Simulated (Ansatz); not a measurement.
**The cluster B₄− (doublet): a spread of methods and bases**

Aim: run the cluster B₄− (doublet) under a spread of inputs, and see what each costs and gives.

The runs use Ansatz 0.2.0, Gaussian basis; the settings change from run to run.

### 1 The relaxed structure

The geometry comes from an earlier relaxation with r2SCAN-D4 in a triple-zeta def2 set; it is a stationary point.

4 atoms, charge -1, spin multiplicity 2.

Atoms are counted from 1 here; the program's logs count them from 0.

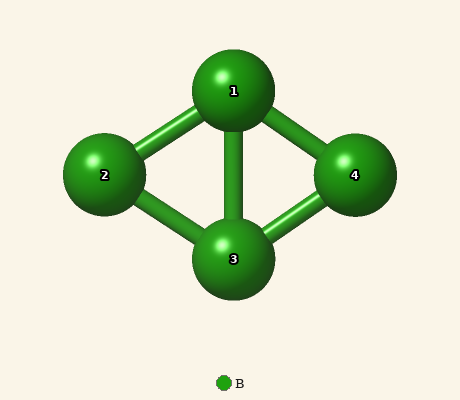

The geometry (boron green); atoms are numbered from 1 in the order of the file.

### 2 wB97X/x2c-TZVPPall

Set apart from the defaults: charge 0, multiplicity 1, atoms shaken by 0.15 Å.

Contents of in.yaml:

```yaml
crystal:
  periodic: [false, false, false]
  atoms:
    - {symbol: B, position_ang: [-0.766260, 0.270360, 0.023268]}
    - {symbol: B, position_ang: [-0.370316, -1.460410, 0.157554]}
    - {symbol: B, position_ang: [0.713914, -0.040638, 0.155960]}
    - {symbol: B, position_ang: [0.448253, 1.236272, 0.070526]}
basis:
  gaussian: {orbitals: x2c-TZVPPall}
hamiltonian: {xc: {name: wB97X}}
scf: {omitted_lower_state_checks: [starts]}
```

Launch:

```bash
> ansatz run in.yaml --threads 4 --pin off --events-out ev --progress --plain --max-ram 3916MiB
```

Standard output:

```text
Functional definition: wB97X
  name "wB97X"
  cite "Chai & Head-Gordon, J. Chem. Phys. 128, 084106 (2008) doi:10.1063/1.2834918"
  cite "Becke, J. Chem. Phys. 107, 8554 (1997) doi:10.1063/1.475007"
  parameter omega = 0.3/bohr
  parameter cx = 0.157706
  parameter cx1 = 0.726479
  parameter cx2 = 1.04760
  parameter cx3 = -5.70635
  parameter cx4 = 13.2794
  parameter css1 = -4.33879
  parameter css2 = 18.2308
  parameter css3 = -31.7430
  parameter css4 = 17.2901
  parameter cos1 = 2.37031
  parameter cos2 = -11.3995
  parameter cos3 = 6.58405
  parameter cos4 = -3.78132
  # The coefficients of nought are those of the uniform gas.
  exchange = spin_sum(e_x_unif_sr(omega)*poly(b97_u_x, 1 - cx, cx1, cx2, cx3, cx4)) + cx*exact_x_sr(omega)
      + exact_x_lr(omega)
  correlation = spin_sum(e_c_pw_same_spin*poly(b97_u_same, 1, css1, css2, css3, css4))
      + integral(e_c_pw_opposite_spin*poly(b97_u_opposite, 1, cos1, cos2, cos3, cos4))
these checks for a lower state are left out or cut short: starts
680 factors; their error is unknown
184 factors; integrals over basis functions are off by at most 1.1e-5 eV
mean field evaluation 1: about -2687.9056 eV, gradient 4.6e1 eV
mean field evaluation 2: about -2676.6945 eV, gradient 7.6e1 eV
mean field evaluation 4: about -2694.6114 eV, gradient 5.5e0 eV
mean field evaluation 8: about -2694.7491 eV, gradient 3.3e-1 eV
mean field evaluation 16: about -2694.7553 eV, gradient 9.0e-3 eV
mean field -2694.75529105 eV, -99.0304303755 hartree, gradient 4.9e-5 eV, S^2 0.000000; 0 other end points of the search recorded, 0 dependent functions left out
reference -2694.75526253 eV, -99.0304293274 hartree; 10, 10 occupied and 114, 114 virtual orbitals, 680 factors
Total energy: -2694.75526253 eV, -99.0304293274 hartree
Relativity: scalar
Checks for a lower state left out: starts
```

Run time: 1.9 s. Hardware: 4 threads of Arm Neoverse V1, shared host.

### 3 r2SCAN50/cc-pVTZ

Set apart from the defaults: atoms shaken by 0.15 Å, a grid of angular degree 23, the search for lower states set to off.

Contents of in.yaml:

```yaml
crystal:
  periodic: [false, false, false]
  atoms:
    - {symbol: B, position_ang: [-0.847742, 0.221358, -0.005249]}
    - {symbol: B, position_ang: [-0.366844, -0.988958, -0.024270]}
    - {symbol: B, position_ang: [0.785053, -0.342860, -0.216955]}
    - {symbol: B, position_ang: [0.633132, 1.482980, -0.112897]}
basis:
  gaussian: {orbitals: cc-pVTZ, final_grid: {core_spheres: 8, valence_spheres: 7, degree: 23}}
total_charge: -1
magnetization: {spin_polarized: true, initial_magnetization: 1}
hamiltonian: {xc: {name: r2SCAN50}}
scf: {lower_state_search: off}
```

Launched as before.

Standard output, shortened:

```text
Functional definition: r2SCAN50
  name "r2SCAN50"
  cite "Bursch, Neugebauer, Ehlert & Grimme, J. Chem. Phys. 156, 134105 (2022) doi:10.1063/5.0086040"
  cite "Furness, Kaplan, Ning, Perdew & Sun, J. Phys. Chem. Lett. 11, 8208 (2020) doi:10.1021/acs.jpclett.0c02405"
  cite "Furness, Kaplan, Ning, Perdew & Sun, J. Phys. Chem. Lett. 11, 9248 (2020) doi:10.1021/acs.jpclett.0c03077"
  parent r2scan
[...]
940 factors; their error is unknown
[...]
mean field -2695.00316491 eV, -99.0395395718 hartree, gradient 9.7e-6 eV, S^2 0.972250; 0 other end points of the search recorded, 0 dependent functions left out
reference -2695.00317135 eV, -99.0395398085 hartree; 11, 10 occupied and 109, 110 virtual orbitals, 940 factors
Total energy: -2695.00317135 eV, -99.0395398085 hartree
Checks for a lower state left out: stability, starts, cluster_reference, orbital_swaps, neighbouring_geometries, increment
```

Wall time 1.2 s (4 threads of Arm Neoverse V1, shared host).

⟨S²⟩ 0.972. The spin excess of 0.22 shows a contaminated determinant.

### 4 r2SCANh/aug-cc-pVDZ

Options: multiplicity 4, restricted open-shell orbitals, atoms shaken by 0.08 Å, D3(BJ) dispersion, relativity set to scalar.

Contents of in.yaml:

```yaml
crystal:
  periodic: [false, false, false]
  atoms:
    - {symbol: B, position_ang: [-0.803959, 0.418828, 0.025269]}
    - {symbol: B, position_ang: [-0.439753, -1.163298, 0.146739]}
    - {symbol: B, position_ang: [0.946512, -0.340020, 0.013423]}
    - {symbol: B, position_ang: [0.481838, 1.273553, 0.031606]}
basis:
  gaussian: {orbitals: aug-cc-pVDZ}
total_charge: -1
magnetization: {spin_polarized: false, initial_magnetization: 3}
hamiltonian: {xc: {name: r2SCANh}, dispersion: d3bj, pseudopotentials: {relativity: scalar}}
output: {forces: true}
```

Same command.

Standard output, shortened:

```text
Warning: the engine holds no damping parameters fitted to this dispersion correction and functional, so the run takes those fitted to r2scanh beside the three-body term, which d3bj leaves out (hamiltonian.dispersion, under Limitations)
Functional definition: r2SCANh
  name "r2SCANh"
  cite "Bursch, Neugebauer, Ehlert & Grimme, J. Chem. Phys. 156, 134105 (2022) doi:10.1063/5.0086040"
  cite "Furness, Kaplan, Ning, Perdew & Sun, J. Phys. Chem. Lett. 11, 8208 (2020) doi:10.1021/acs.jpclett.0c02405"
  cite "Furness, Kaplan, Ning, Perdew & Sun, J. Phys. Chem. Lett. 11, 9248 (2020) doi:10.1021/acs.jpclett.0c03077"
  parent r2scan
[...]
756 factors; their error is unknown
[...]
mean field -2697.38554667 eV, -99.1270904864 hartree, gradient 1.1e-5 eV, S^2 3.750000; 5 other end points of the search recorded, 0 dependent functions left out
[...]
reference -2697.38558941 eV, -99.1270920571 hartree; 12, 9 occupied and 80, 83 virtual orbitals, 756 factors
Total energy: -2697.40714950 eV, -99.1278843758 hartree
Relativity: scalar
Atom 0 at    -0.803959     0.418828     0.025269 Å, force    -0.099774    -1.140548     0.039896 eV/Å
Atom 1 at    -0.439753    -1.163298     0.146739 Å, force    -0.307484    -0.959414    -0.008443 eV/Å
Atom 2 at     0.946512    -0.340020     0.013423 Å, force    -1.158037     0.758485     0.064142 eV/Å
Atom 3 at     0.481838     1.273553     0.031606 Å, force     1.565295     1.341478    -0.095596 eV/Å
Dipole moment:    -0.022773     0.018974    -0.031140 e Å
```

Run time: 3.3 s. Hardware: 4 threads of Arm Neoverse V1, shared host.

Largest force 2.064 eV/Å.

### 5 PBE0/cc-pVDZ

Set apart from the defaults: density fitting with def2-universal-jkfit, D4 dispersion.

Contents of in.yaml:

```yaml
crystal:
  periodic: [false, false, false]
  atoms:
    - {symbol: B, position_ang: [-0.821518, 0.334173, 0.047790]}
    - {symbol: B, position_ang: [-0.479083, -1.250568, -0.026265]}
    - {symbol: B, position_ang: [0.835222, -0.298517, -0.046176]}
    - {symbol: B, position_ang: [0.465369, 1.214913, 0.024651]}
basis:
  gaussian: {orbitals: cc-pVDZ, fitting: {mean_field: def2-universal-jkfit}}
total_charge: -1
magnetization: {spin_polarized: true, initial_magnetization: 1}
hamiltonian: {xc: {name: PBE0}, dispersion: d4}
output: {forces: true}
```

Launched as before.

Standard output, shortened:

```text
Functional definition: PBE0
  name "PBE0"
  cite "Adamo & Barone, J. Chem. Phys. 110, 6158 (1999) doi:10.1063/1.478522"
  cite "Perdew, Burke & Ernzerhof, Phys. Rev. Lett. 77, 3865 (1996) doi:10.1103/PhysRevLett.77.3865"
  parent pbe
[...]
300 factors; integrals over basis functions are off by at most 2.1e-2 eV
[...]
mean field -2695.41339570 eV, -99.0546152752 hartree, gradient 4.8e-5 eV, S^2 1.242039; 2 other end points of the search recorded, 0 dependent functions left out
[...]
reference -2695.41341556 eV, -99.0546160049 hartree; 11, 10 occupied and 45, 46 virtual orbitals, 300 factors
Total energy: -2695.50172109 eV, -99.0578611733 hartree
Atom 0 at    -0.821518     0.334173     0.047790 Å, force    -0.418067     0.159546     0.022099 eV/Å
Atom 1 at    -0.479083    -1.250568    -0.026265 Å, force    -0.163458    -0.427357    -0.007273 eV/Å
Atom 2 at     0.835222    -0.298517    -0.046176 Å, force     0.417692    -0.160161    -0.025323 eV/Å
Atom 3 at     0.465369     1.214913     0.024651 Å, force     0.163833     0.427972     0.010498 eV/Å
Dipole moment:     0.043822     0.114386     0.002500 e Å
```

Run time: 1.1 s. Hardware: 4 threads of Arm Neoverse V1, shared host.

Largest force 0.458 eV/Å, ⟨S²⟩ 1.242. The spin excess of 0.49 shows a contaminated determinant.

### 6 The runs in one table

```
              level  charge  multiplicity  geometry  functions  energy (eV)   time
 wB97X/x2c-TZVPPall       0             1    shaken        124    -2694.755  1.9 s
   r2SCAN50/cc-pVTZ      -1             2    shaken        120    -2695.003  1.2 s
r2SCANh/aug-cc-pVDZ      -1             4    shaken         92    -2697.407  3.3 s
       PBE0/cc-pVDZ      -1             2   relaxed         56    -2695.502  1.1 s
```

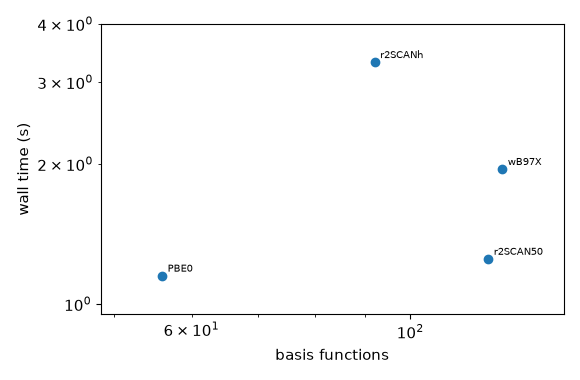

Wall time against the number of basis functions (shared host).

### 7 Outcome

| quantity | value |
| --- | --- |
| runs | 4 |
| quickest | PBE0/cc-pVDZ, 1.1 s |
| slowest | r2SCANh/aug-cc-pVDZ, 3.3 s |

The runs differ in state or geometry as well as level, so their energies can't be set against each other. Run time spans a factor of 3, from PBE0/cc-pVDZ to r2SCANh/aug-cc-pVDZ. The jobs differ in tasks and options as well as level. At the r2SCAN-D4/def2-TZVPD geometry and in the same state, runs without warnings or point charges leave forces up to 0.46 eV/Å (PBE0/cc-pVDZ).
